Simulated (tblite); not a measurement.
## Run report: C3H9AlCl3P, geometry relaxation (part 3 of 3)

C3H9AlCl3P ([AlCl3(PMe3)]), SMILES C[P+](C)(C)[Al-]([Cl])([Cl])[Cl]; GFN2-xTB geometry optimisation, gas phase (tblite 0.8.0). 

Geometry of the input (Å):
```
C  -1.1438  1.4246  0.4093
P  -0.1573  -0.0442  0.0699
C  -1.0637  -1.1847  -0.9935
C  0.2439  -0.8718  1.6334
Al 1.7844  0.5687  -0.9514
Cl 1.2966  1.5819  -2.8652
Cl 2.9079  1.9534  0.3493
Cl 3.0103  -1.2237  -1.3572
H  -0.5798  2.1168  1.0662
H  -1.3939  1.9345  -0.5426
H  -2.0978  1.1291  0.9129
H  -2.0188  -1.4874  -0.4942
H  -0.4618  -2.0794  -1.1907
H  -1.3060  -0.6723  -1.9560
H  0.8084  -0.1769  2.2983
H  -0.6969  -1.1806  2.1618
H  0.8613  -1.7759  1.4400
```

## Trajectory as extended XYZ, continued
```
17
Properties=species:S:1:pos:R:3:forces:R:3 step=25 energy=-775.15940
C    -1.1533    1.3658    0.4159    0.0180  -0.0140   0.0020
P    -0.0128   -0.0039    0.0062   -0.0320  -0.0110   0.0210
C    -1.0750   -1.1546   -0.9383    0.0130   0.0150   0.0080
C     0.1957   -0.8590    1.6098    0.0020   0.0080  -0.0230
Al    2.1156    0.6776   -1.1358    0.0050   0.0020  -0.0050
Cl    1.2967    1.5494   -2.8065    0.0120  -0.0060   0.0120
Cl    2.8595    1.9144    0.3264    0.0010  -0.0070  -0.0140
Cl    2.9594   -1.1846   -1.3400    0.0000   0.0150  -0.0020
H    -0.6411    2.0679    1.0710    0.0080  -0.0140   0.0140
H    -1.4249    1.8892   -0.4991   -0.0070  -0.0310  -0.0030
H    -2.0481    0.9867    0.9082   -0.0010   0.0120  -0.0110
H    -1.9771   -1.3954   -0.3772    0.0100  -0.0100  -0.0050
H    -0.5135   -2.0632   -1.1487   -0.0050   0.0050   0.0270
H    -1.3431   -0.6914   -1.8860   -0.0030   0.0190   0.0060
H     0.7388   -0.2061    2.2908   -0.0210   0.0080  -0.0090
H    -0.7710   -1.1214    2.0388    0.0140   0.0100  -0.0070
H     0.7871   -1.7596    1.4546   -0.0140   0.0000  -0.0120
17
Properties=species:S:1:pos:R:3:forces:R:3 step=26 energy=-775.15961
C    -1.1529    1.3655    0.4163    0.0140  -0.0170  -0.0010
P    -0.0122   -0.0036    0.0057   -0.0460  -0.0160   0.0290
C    -1.0750   -1.1541   -0.9383    0.0140   0.0120   0.0130
C     0.1957   -0.8589    1.6092   -0.0010   0.0080  -0.0200
Al    2.1153    0.6775   -1.1356    0.0130   0.0050  -0.0100
Cl    1.2979    1.5497   -2.8069    0.0100  -0.0060   0.0120
Cl    2.8606    1.9147    0.3257   -0.0010  -0.0070  -0.0120
Cl    2.9604   -1.1840   -1.3406   -0.0020   0.0140  -0.0010
H    -0.6408    2.0670    1.0723    0.0040  -0.0100   0.0050
H    -1.4259    1.8871   -0.4992    0.0010  -0.0170  -0.0020
H    -2.0483    0.9870    0.9076    0.0000   0.0030  -0.0030
H    -1.9766   -1.3959   -0.3770    0.0050  -0.0020   0.0000
H    -0.5141   -2.0634   -1.1468   -0.0010   0.0070   0.0130
H    -1.3437   -0.6902   -1.8854    0.0000   0.0100   0.0050
H     0.7373   -0.2055    2.2908   -0.0090   0.0050  -0.0090
H    -0.7707   -1.1208    2.0385    0.0050   0.0080  -0.0100
H     0.7861   -1.7601    1.4540   -0.0070   0.0020  -0.0080
17
Properties=species:S:1:pos:R:3:forces:R:3 step=27 energy=-775.15977
C    -1.1525    1.3648    0.4167    0.0040  -0.0130  -0.0010
P    -0.0118   -0.0034    0.0056   -0.0340  -0.0110   0.0210
C    -1.0750   -1.1534   -0.9377    0.0070   0.0050   0.0120
C     0.1953   -0.8587    1.6083   -0.0030   0.0040  -0.0100
Al    2.1166    0.6779   -1.1363    0.0100   0.0040  -0.0070
Cl    1.3000    1.5500   -2.8074    0.0060  -0.0030   0.0070
Cl    2.8621    1.9149    0.3243    0.0000  -0.0030  -0.0070
Cl    2.9619   -1.1830   -1.3415    0.0000   0.0070  -0.0010
H    -0.6411    2.0659    1.0736    0.0010  -0.0070  -0.0030
H    -1.4271    1.8850   -0.4991    0.0090  -0.0060  -0.0020
H    -2.0482    0.9859    0.9070   -0.0020  -0.0020   0.0050
H    -1.9759   -1.3956   -0.3758   -0.0030   0.0030   0.0030
H    -0.5150   -2.0635   -1.1448    0.0040   0.0080   0.0020
H    -1.3447   -0.6892   -1.8845    0.0040   0.0030   0.0050
H     0.7353   -0.2051    2.2909    0.0010   0.0040  -0.0090
H    -0.7713   -1.1198    2.0372   -0.0060   0.0030  -0.0090
H     0.7846   -1.7606    1.4535    0.0000   0.0040  -0.0050
17
Properties=species:S:1:pos:R:3:forces:R:3 step=28 energy=-775.15984
C    -1.1525    1.3641    0.4169   -0.0040  -0.0070   0.0010
P    -0.0118   -0.0034    0.0057   -0.0110  -0.0040   0.0070
C    -1.0750   -1.1530   -0.9370   -0.0010   0.0000   0.0080
C     0.1948   -0.8585    1.6079   -0.0040   0.0000   0.0000
Al    2.1183    0.6784   -1.1372    0.0020   0.0010  -0.0010
Cl    1.3017    1.5503   -2.8078    0.0020   0.0000   0.0000
Cl    2.8635    1.9152    0.3232    0.0020   0.0000  -0.0020
Cl    2.9632   -1.1821   -1.3423    0.0020   0.0010  -0.0010
H    -0.6417    2.0653    1.0743    0.0010  -0.0050  -0.0060
H    -1.4279    1.8839   -0.4988    0.0120  -0.0030  -0.0020
H    -2.0480    0.9846    0.9069   -0.0040  -0.0030   0.0080
H    -1.9756   -1.3950   -0.3744   -0.0060   0.0030   0.0030
H    -0.5158   -2.0635   -1.1437    0.0070   0.0080  -0.0020
H    -1.3455   -0.6890   -1.8838    0.0060   0.0000   0.0060
H     0.7341   -0.2051    2.2910    0.0050   0.0040  -0.0080
H    -0.7722   -1.1191    2.0359   -0.0100   0.0010  -0.0060
H     0.7835   -1.7609    1.4535    0.0030   0.0040  -0.0050
17
Properties=species:S:1:pos:R:3:forces:R:3 step=29 energy=-775.15986
C    -1.1527    1.3636    0.4170   -0.0070  -0.0030   0.0020
P    -0.0120   -0.0035    0.0059    0.0020   0.0010  -0.0010
C    -1.0751   -1.1528   -0.9366   -0.0050  -0.0020   0.0040
C     0.1944   -0.8585    1.6078   -0.0040  -0.0020   0.0030
Al    2.1193    0.6787   -1.1378   -0.0030  -0.0010   0.0020
Cl    1.3027    1.5505   -2.8081    0.0010   0.0020  -0.0020
Cl    2.8642    1.9154    0.3226    0.0030   0.0020   0.0000
Cl    2.9639   -1.1817   -1.3427    0.0030  -0.0010  -0.0010
H    -0.6421    2.0649    1.0744    0.0020  -0.0050  -0.0050
H    -1.4281    1.8835   -0.4987    0.0110  -0.0030  -0.0020
H    -2.0480    0.9838    0.9070   -0.0050  -0.0020   0.0080
H    -1.9756   -1.3946   -0.3737   -0.0070   0.0020   0.0030
H    -0.5161   -2.0635   -1.1434    0.0070   0.0060  -0.0010
H    -1.3458   -0.6890   -1.8833    0.0050   0.0010   0.0060
H     0.7337   -0.2052    2.2910    0.0040   0.0030  -0.0080
H    -0.7728   -1.1188    2.0353   -0.0090   0.0000  -0.0030
H     0.7830   -1.7609    1.4535    0.0020   0.0040  -0.0050
17
Properties=species:S:1:pos:R:3:forces:R:3 step=30 energy=-775.15989
C    -1.1530    1.3632    0.4171   -0.0070   0.0000   0.0030
P    -0.0122   -0.0036    0.0060    0.0110   0.0030  -0.0060
C    -1.0753   -1.1528   -0.9361   -0.0060  -0.0030   0.0010
C     0.1941   -0.8585    1.6078   -0.0030  -0.0020   0.0050
Al    2.1199    0.6790   -1.1381   -0.0060  -0.0030   0.0040
Cl    1.3034    1.5507   -2.8084   -0.0010   0.0020  -0.0040
Cl    2.8649    1.9155    0.3222    0.0030   0.0020   0.0010
Cl    2.9646   -1.1814   -1.3431    0.0030  -0.0030  -0.0010
H    -0.6423    2.0646    1.0743    0.0020  -0.0040  -0.0030
H    -1.4280    1.8832   -0.4986    0.0080  -0.0040  -0.0020
H    -2.0482    0.9833    0.9073   -0.0050   0.0000   0.0060
H    -1.9759   -1.3943   -0.3732   -0.0060   0.0000   0.0020
H    -0.5161   -2.0632   -1.1432    0.0060   0.0040   0.0000
H    -1.3458   -0.6890   -1.8829    0.0040   0.0020   0.0050
H     0.7335   -0.2051    2.2908    0.0030   0.0030  -0.0060
H    -0.7735   -1.1187    2.0348   -0.0060  -0.0010  -0.0020
H     0.7828   -1.7608    1.4535    0.0010   0.0030  -0.0040
17
Properties=species:S:1:pos:R:3:forces:R:3 step=31 energy=-775.15991
C    -1.1533    1.3628    0.4173   -0.0050   0.0020   0.0020
P    -0.0124   -0.0037    0.0062    0.0130   0.0040  -0.0070
C    -1.0756   -1.1528   -0.9357   -0.0050  -0.0030  -0.0010
C     0.1937   -0.8586    1.6078   -0.0010  -0.0020   0.0040
Al    2.1201    0.6790   -1.1382   -0.0060  -0.0030   0.0040
Cl    1.3040    1.5508   -2.8086   -0.0010   0.0020  -0.0030
Cl    2.8655    1.9157    0.3218    0.0020   0.0020   0.0020
Cl    2.9651   -1.1812   -1.3434    0.0020  -0.0020   0.0000
H    -0.6423    2.0641    1.0742    0.0010  -0.0020   0.0000
H    -1.4275    1.8827   -0.4987    0.0030  -0.0030  -0.0010
H    -2.0486    0.9832    0.9078   -0.0030   0.0010   0.0030
H    -1.9763   -1.3942   -0.3730   -0.0030  -0.0010   0.0010
H    -0.5158   -2.0629   -1.1430    0.0040   0.0010   0.0010
H    -1.3457   -0.6889   -1.8824    0.0020   0.0020   0.0020
H     0.7335   -0.2049    2.2903    0.0000   0.0010  -0.0030
H    -0.7741   -1.1186    2.0345   -0.0020   0.0000   0.0000
H     0.7827   -1.7606    1.4531    0.0000   0.0010  -0.0010
17
Properties=species:S:1:pos:R:3:forces:R:3 step=32 energy=-775.15992
C    -1.1535    1.3627    0.4174   -0.0020   0.0020   0.0010
P    -0.0125   -0.0037    0.0063    0.0070   0.0020  -0.0040
C    -1.0757   -1.1529   -0.9355   -0.0020  -0.0020  -0.0010
C     0.1936   -0.8586    1.6078    0.0000   0.0000   0.0010
Al    2.1196    0.6788   -1.1379   -0.0030  -0.0010   0.0020
Cl    1.3039    1.5508   -2.8086   -0.0010   0.0010  -0.0010
Cl    2.8655    1.9157    0.3218    0.0010   0.0010   0.0010
Cl    2.9652   -1.1812   -1.3434    0.0010  -0.0010   0.0000
H    -0.6420    2.0638    1.0741    0.0000   0.0000   0.0010
H    -1.4269    1.8823   -0.4989    0.0000  -0.0010  -0.0010
H    -2.0490    0.9835    0.9081   -0.0010   0.0010   0.0010
H    -1.9766   -1.3944   -0.3731   -0.0010  -0.0010   0.0000
H    -0.5154   -2.0625   -1.1429    0.0010  -0.0010   0.0010
H    -1.3454   -0.6886   -1.8822    0.0000   0.0010   0.0000
H     0.7336   -0.2046    2.2899   -0.0010   0.0000  -0.0010
H    -0.7742   -1.1187    2.0345    0.0010   0.0000   0.0000
H     0.7828   -1.7605    1.4528   -0.0010   0.0000   0.0000
```

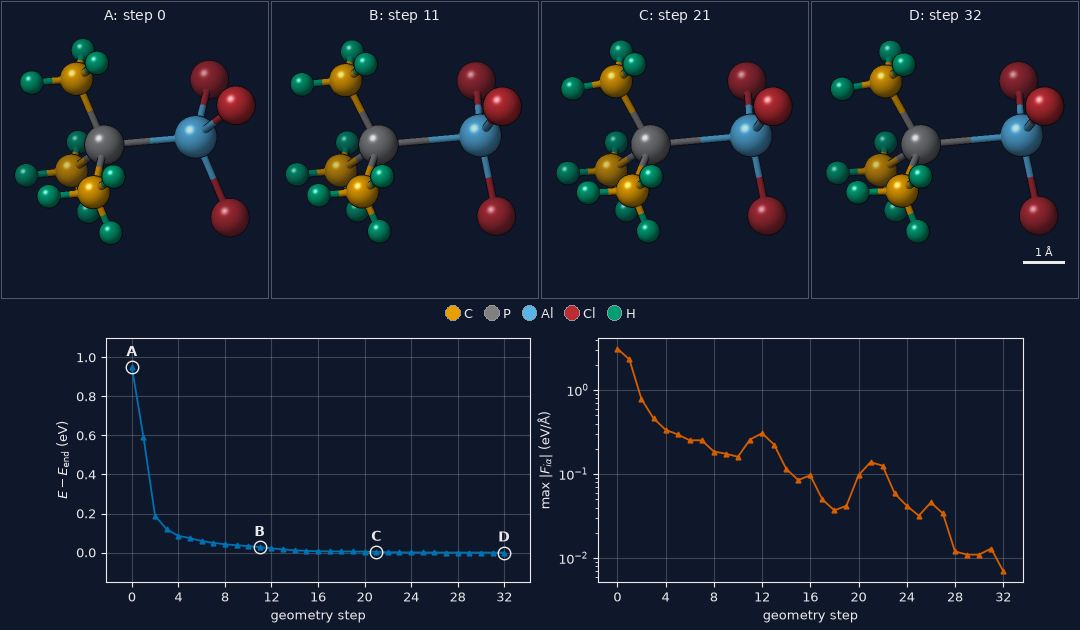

**Figure 1.** Frames of the relaxation (ball-and-stick view, seen at a tilt) above the curves, on which the letters mark them (steps are counted from 0).

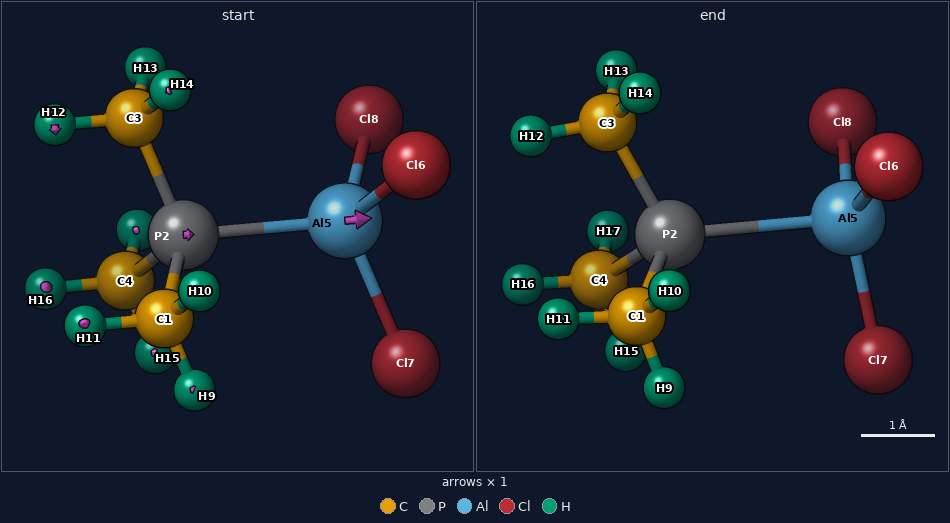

**Figure 2.** Before (left) and after (right) the relaxation, at one scale (ball-and-stick view, seen at a tilt). The pink arrows give the displacements, at true length. Over 32 geometry steps the energy falls by 0.950 eV. Largest force component: 3.1 eV/Å at the start, 0.007 eV/Å at the end. The atom that moves furthest after the best rigid fit is Al5 (0.40 Å). Largest moves by element: Al 0.40 Å, P 0.16 Å, H 0.16 Å, C 0.07 Å, Cl 0.06 Å. Among the contacts that change: P2–Al5 2.278 → 2.514 Å, Al5–Cl6 2.220 → 2.054 Å, Al5–Cl7 2.207 → 2.054 Å, C1–H11 1.119 → 1.089 Å. Among the angles that change: P2–Al5–Cl7 109.8° → 98.5°, P2–Al5–Cl6 108.8° → 98.6°, Cl6–Al5–Cl7 109.5° → 117.8°. (Atoms are counted from 1 in the order of the input.)

## Key numbers

| quantity | value |
| --- | --- |
| outcome | converged |
| total energy | −775.1599 eV |
| hardware | 1 CPU thread, shared host |
| peak memory | 0.18 GiB |
